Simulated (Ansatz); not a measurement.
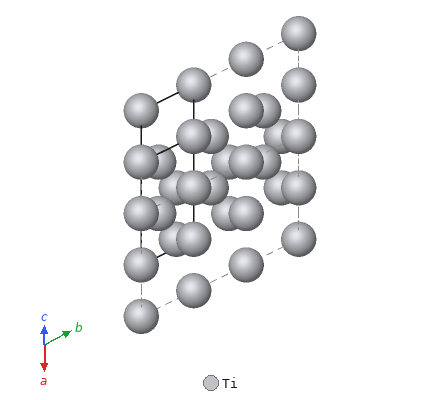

The structure, seen along [201]; the drawing may span several cells.

Structure (in its standard cell), the input geometry of an electronic-structure calculation (not necessarily at equilibrium); the starting structure was generated, so it need not be a known form of this composition:

```
Ti
1.0
     2.85699    0.00000    0.00000
    -1.42849    2.47423    0.00000
     0.00000    0.00000    9.15556
Ti
4
Cartesian
  0.0000 0.0000 0.0000
  0.0000 0.0000 4.5778
  0.0000 1.6495 2.2889
  1.4285 0.8247 6.8667
```

**What does the kinematic electron diffraction pattern along [201] look like at 80 kV (B = 0.3 Å²)?**

The spots form a centred rectangular net whose two shortest vectors correspond to d = 2.47 Å and 2.18 Å, 63.9° apart. They are 0 1 0 and 1 0 -2. The pattern has symmetry 2mm. Reflections such as 1 -2 -2, 1 1 -2 are allowed but too weak to see at this display level.

Strongest reflections with d > 0.80 Å, one of each family (|F|² from tabulated Gaussian fits of the electron scattering factors, times a small damping for the curvature of the Ewald sphere):

```tsv
hkl	d (Å)	I (strongest = 100)
1 0 -2	2.177	100
2 -1 -4	1.212	44
0 1 0	2.474	14
0 3 0	0.825	12
1 2 -2	0.916	10
3 -1 -6	0.797	6
```

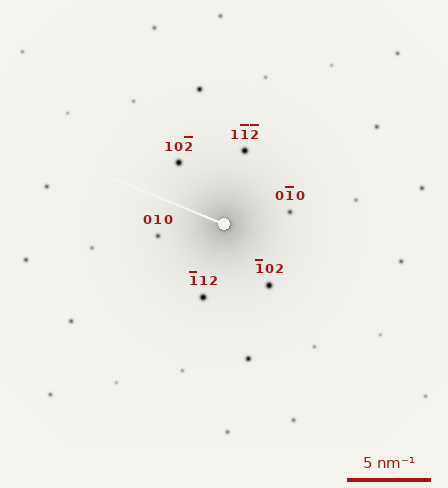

Calculated pattern, seen from the source side with [201] pointing towards the source.
